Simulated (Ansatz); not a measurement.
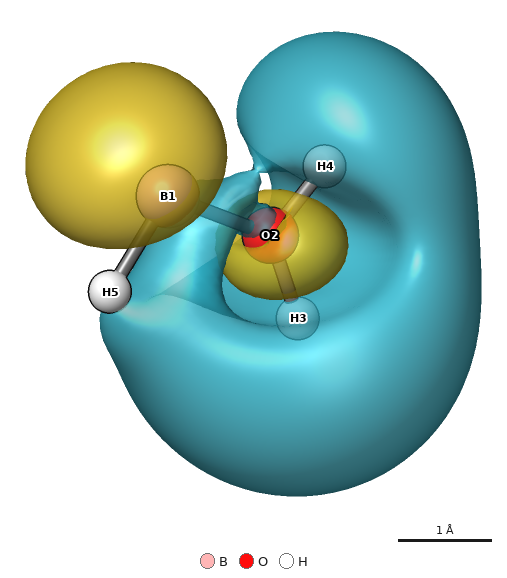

BH$_{3}$O. The LUMO at ±0.08 Å⁻³ᐟ² (yellow and cyan are the two phases), seen at a tilt.

Level of theory: RKS LDA/def2-TZVP (Ansatz).

```xyz
5

B    -0.0850    0.1905   -0.5029
O     0.6508   -0.1158    0.7446
H     0.3772   -0.3753    1.7130
H     1.6167   -0.0563    0.6184
H    -1.2623    0.0755   -0.1765
```

Describe this orbital and give its energy.

Its weight (Hirshfeld) is mainly on H3 (about 40 %), B1 (about 20 %), O2 (about 20 %) and H4 (about 15 %); it is symmetric in the molecular plane (an in-plane orbital: σ, lone-pair or in-plane π type). Its energy is −1.95 eV.
